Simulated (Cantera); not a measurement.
Feed: 1 mol CH3SiH3, 0.1 mol HCl, 87 mol H2, at 1330 Pa.

Equilibrium computed with Cantera from the NASA thermochemical tables; the gas is ideal and each condensed phase is pure. Candidate condensed phases: C, C6H6, C7H8, C8H18, Si, SiC; 109 gas species. The feed counts by its element totals alone. Gases not in the tables: Si2H6 and higher silanes. Kinetics and transport are ignored.

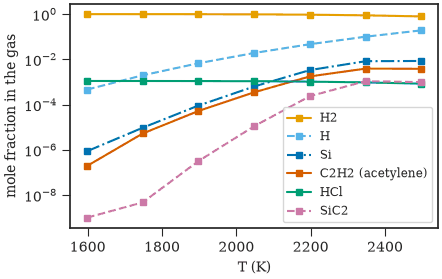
Fig. 1. Equilibrium gas composition (values under 1e-9 drawn at 1e-9)

Question: Read off the mole fractions at 2498 K.

Answer: H2 about 0.79, H about 0.19, Si about 0.0085, C2H2 (acetylene) about 0.0038, SiC2 about 0.00099, HCl about 0.00084.
